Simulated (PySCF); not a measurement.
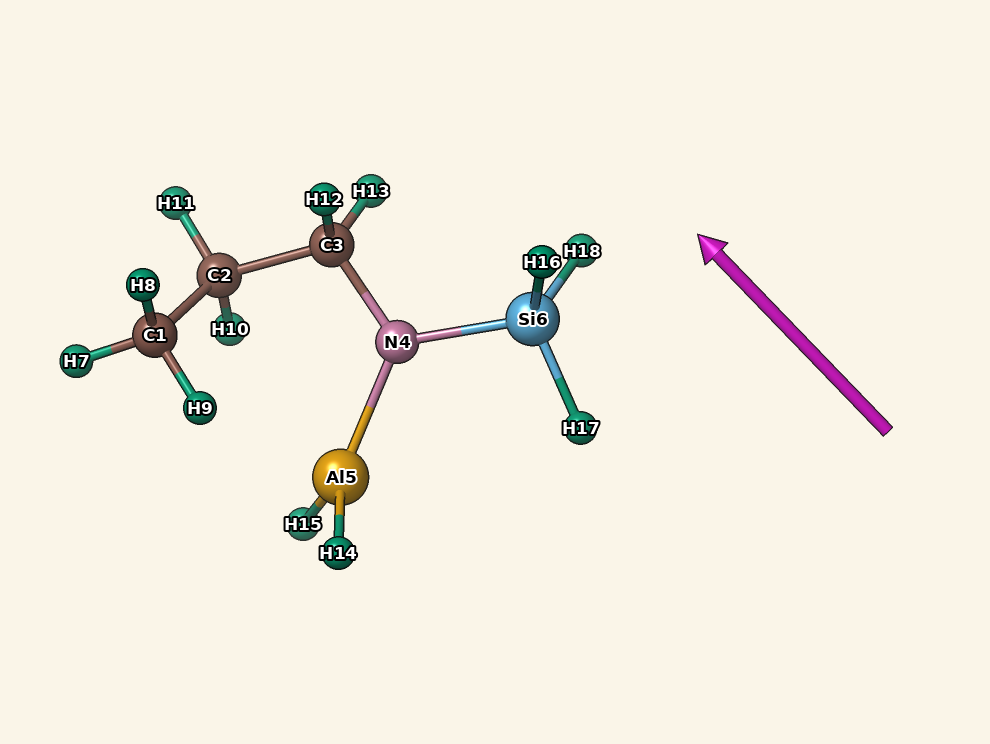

The arrow beside the molecule shows the direction of the dipole moment, from the negative to the positive end (its length means nothing). Computed geometry: GFN2-xTB optimisation. No frequency run is at hand to confirm it as a minimum. Level of theory: PBE0/def2-SVPD, gas phase (PySCF 2.14.0).

> Estimate the dipole moment.

1.96 D; it points from the side of H17 to the side of H11 (the outermost atoms at the two ends).

The geometry is semi-empirical. Around Al, Si such bond lengths and angles can be off by a tenth of an ångström or more and by several degrees, and values that hang on the shape move with them.
